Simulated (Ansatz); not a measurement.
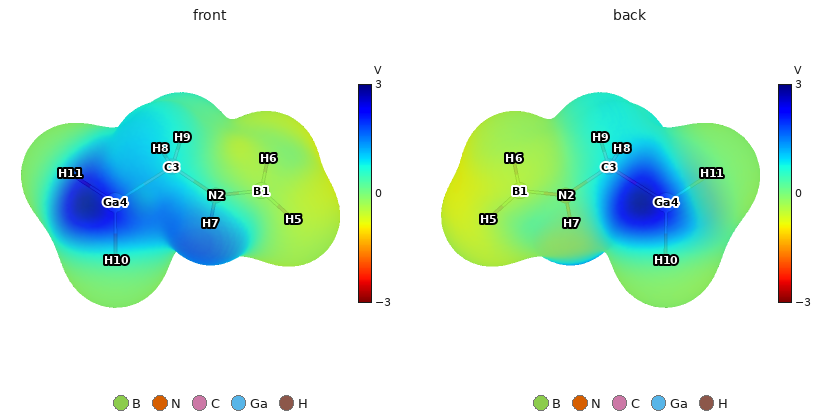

The picture shows: CH7BGaN. The molecular electrostatic potential painted on the density surface at 0.002 e/bohr³, seen from the front and from behind; the colour scale runs from red (negative) to blue (positive).

These are results of RKS PBE/def2-SVP (Ansatz), not measurements.

```xyz
11

B    -0.6527    1.8280    0.6179
N     0.2767    0.8033    0.4210
C     0.0484   -0.6349    0.4571
Ga    0.4067   -1.6189   -1.2527
H    -0.2769    2.9817    0.5222
H    -1.8075    1.5349    0.8770
H     1.2406    1.0595    0.1895
H     0.6548   -1.1240    1.2575
H    -1.0096   -0.8206    0.7397
H     1.1696   -0.8792   -2.4299
H    -0.0500   -3.1298   -1.3992
```

> Describe the electrostatic potential map.

The most negative region (about −0.8 V, or −18 kcal/mol for a unit charge) lies over H5, the most positive (about +2.8 V, or +65 kcal/mol for a unit charge) over Ga4.
